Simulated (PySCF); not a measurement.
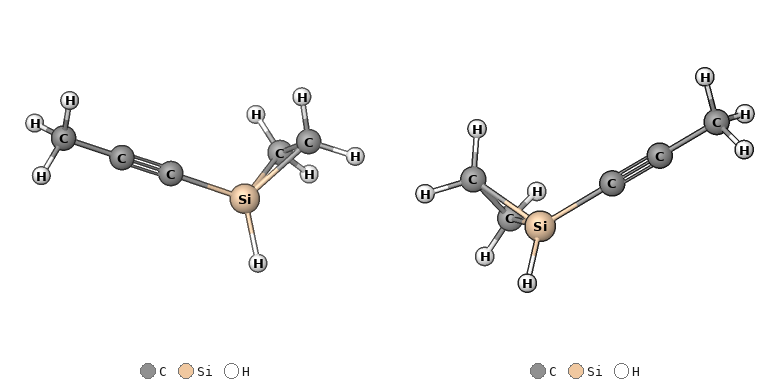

Both panels show the same species.

Computed geometry: GFN2-xTB optimisation. No frequency run is at hand to confirm it as a minimum.

Describe the molecule.

Formula C5H8Si. SMILES: `CC#C[SiH]1CC1`. Independent rings (smallest set): 1 of 3 members. Among its groups: alkyne, Si–H bond. Coordination, clear cases only: 1 C tetrahedral; 2 C linear.
